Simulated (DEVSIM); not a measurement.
Structure: Cr/HfO2/n-Ge capacitor, at 400 K.

| layer (left to right) | material | thickness (nm) | Nd (cm⁻³) |
|---|---|---|---|
| 1 | HfO2 | 3.30 | - |
| 2 | Ge | 1700 | 1.2e16 |

Metal gate on the left, work function 4.5 eV. Fixed charge at the semiconductor interface 5.6e11 cm⁻² (in units of +e); no interface traps.

This is a model device: material constants are rounded textbook-type values typed into the input, and sizes, dopings and lifetimes were drawn at random. Values at 300 K; Nc and Nv go as T^1.5, mobilities as T to minus their exponent, the gap by Varshni's rule with the affinity fixed.

```tsv
parameter	HfO2	Ge
gap (eV)	5.7	0.664
affinity (eV)	2.5	4
permittivity	22	16
Nc (cm⁻³)	-	1.04e19
Nv (cm⁻³)	-	6e18
Varshni α (eV/K)	-	0.000477
Varshni β (K)	-	235
```

Simulated with DEVSIM: 1D Poisson equation in equilibrium, Boltzmann statistics, complete ionisation; no quantum confinement or tunnelling. Metal contacts follow the ideal Schottky-Mott rule: no Fermi-level pinning, no interface dipoles.

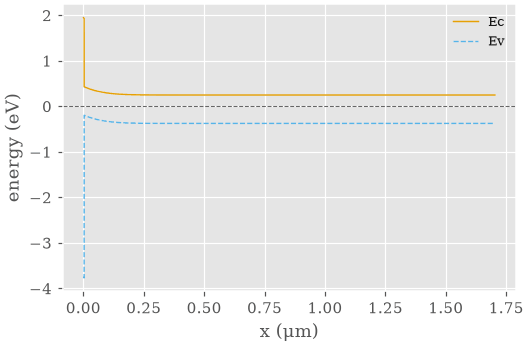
Band edges at 0.05 V on the gate

Energies count from the Fermi level of the right contact; mesh points crowd at the junctions.

```json
[
 {"x (μm)": "0.000", "Ec (eV)": "1.950", "Ev (eV)": "-3.750", "n (cm⁻³)": "< 1e2", "p (cm⁻³)": "< 1e2", "field (V/cm)": "-65000"},
 {"x (μm)": "0.0008757", "Ec (eV)": "1.944", "Ev (eV)": "-3.756", "n (cm⁻³)": "< 1e2", "p (cm⁻³)": "< 1e2", "field (V/cm)": "-65000"},
 {"x (μm)": "0.001867", "Ec (eV)": "1.938", "Ev (eV)": "-3.762", "n (cm⁻³)": "< 1e2", "p (cm⁻³)": "< 1e2", "field (V/cm)": "-65000"},
 {"x (μm)": "0.002838", "Ec (eV)": "1.932", "Ev (eV)": "-3.768", "n (cm⁻³)": "< 1e2", "p (cm⁻³)": "< 1e2", "field (V/cm)": "-65000"},
 {"x (μm)": "0.004069", "Ec (eV)": "0.427", "Ev (eV)": "-0.197", "n (cm⁻³)": "6.7e13", "p (cm⁻³)": "3.0e16", "field (V/cm)": "-25000"},
 {"x (μm)": "0.005937", "Ec (eV)": "0.422", "Ev (eV)": "-0.202", "n (cm⁻³)": "7.7e13", "p (cm⁻³)": "2.6e16", "field (V/cm)": "-24000"},
 {"x (μm)": "0.009615", "Ec (eV)": "0.414", "Ev (eV)": "-0.211", "n (cm⁻³)": "9.9e13", "p (cm⁻³)": "2.1e16", "field (V/cm)": "-23000"},
 {"x (μm)": "0.02079", "Ec (eV)": "0.390", "Ev (eV)": "-0.234", "n (cm⁻³)": "1.9e14", "p (cm⁻³)": "1.0e16", "field (V/cm)": "-19000"},
 {"x (μm)": "0.03885", "Ec (eV)": "0.359", "Ev (eV)": "-0.265", "n (cm⁻³)": "4.8e14", "p (cm⁻³)": "4.2e15", "field (V/cm)": "-16000"},
 {"x (μm)": "0.07439", "Ec (eV)": "0.313", "Ev (eV)": "-0.311", "n (cm⁻³)": "1.8e15", "p (cm⁻³)": "1.1e15", "field (V/cm)": "-10000"},
 {"x (μm)": "0.1443", "Ec (eV)": "0.267", "Ev (eV)": "-0.357", "n (cm⁻³)": "6.8e15", "p (cm⁻³)": "3.0e14", "field (V/cm)": "-3700"},
 {"x (μm)": "0.3568", "Ec (eV)": "0.248", "Ev (eV)": "-0.376", "n (cm⁻³)": "1.2e16", "p (cm⁻³)": "1.7e14", "field (V/cm)": "-61"},
 {"x (μm)": "0.7002", "Ec (eV)": "0.248", "Ev (eV)": "-0.376", "n (cm⁻³)": "1.2e16", "p (cm⁻³)": "1.7e14", "field (V/cm)": "≈ 0"},
 {"x (μm)": "1.175", "Ec (eV)": "0.248", "Ev (eV)": "-0.376", "n (cm⁻³)": "1.2e16", "p (cm⁻³)": "1.7e14", "field (V/cm)": "≈ 0"},
 {"x (μm)": "1.492", "Ec (eV)": "0.248", "Ev (eV)": "-0.376", "n (cm⁻³)": "1.2e16", "p (cm⁻³)": "1.7e14", "field (V/cm)": "≈ 0"},
 {"x (μm)": "1.597", "Ec (eV)": "0.248", "Ev (eV)": "-0.376", "n (cm⁻³)": "1.2e16", "p (cm⁻³)": "1.7e14", "field (V/cm)": "≈ 0"},
 {"x (μm)": "1.650", "Ec (eV)": "0.248", "Ev (eV)": "-0.376", "n (cm⁻³)": "1.2e16", "p (cm⁻³)": "1.7e14", "field (V/cm)": "≈ 0"},
 {"x (μm)": "1.677", "Ec (eV)": "0.248", "Ev (eV)": "-0.376", "n (cm⁻³)": "1.2e16", "p (cm⁻³)": "1.7e14", "field (V/cm)": "≈ 0"},
 {"x (μm)": "1.693", "Ec (eV)": "0.248", "Ev (eV)": "-0.376", "n (cm⁻³)": "1.2e16", "p (cm⁻³)": "1.7e14", "field (V/cm)": "≈ 0"},
 {"x (μm)": "1.699", "Ec (eV)": "0.248", "Ev (eV)": "-0.376", "n (cm⁻³)": "1.2e16", "p (cm⁻³)": "1.7e14", "field (V/cm)": "≈ 0"},
 {"x (μm)": "1.702", "Ec (eV)": "0.248", "Ev (eV)": "-0.376", "n (cm⁻³)": "1.2e16", "p (cm⁻³)": "1.7e14", "field (V/cm)": "≈ 0"},
 {"x (μm)": "1.703", "Ec (eV)": "0.248", "Ev (eV)": "-0.376", "n (cm⁻³)": "1.2e16", "p (cm⁻³)": "1.7e14", "field (V/cm)": "≈ 0"}
]
```
